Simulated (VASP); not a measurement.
Band structure of Si (space group I4_1/amd). Computed with r2SCAN meta-GGA, VASP's PBE PAW potentials (set 64) (plane waves; VASP).

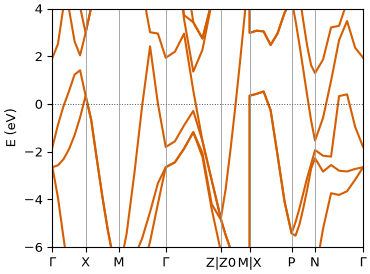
Figure. Bands along high-symmetry lines, zero at the valence-band maximum or, without a gap, the Fermi level

### Question
Read the plot: is there a gap, and where are the band edges?

### Answer
It has no gap at this level: it comes out as a metal or semimetal.

The structure comes from a computed database's Si entry (I4_1/amd); how it stands against other phases isn't given here. It was relaxed first.
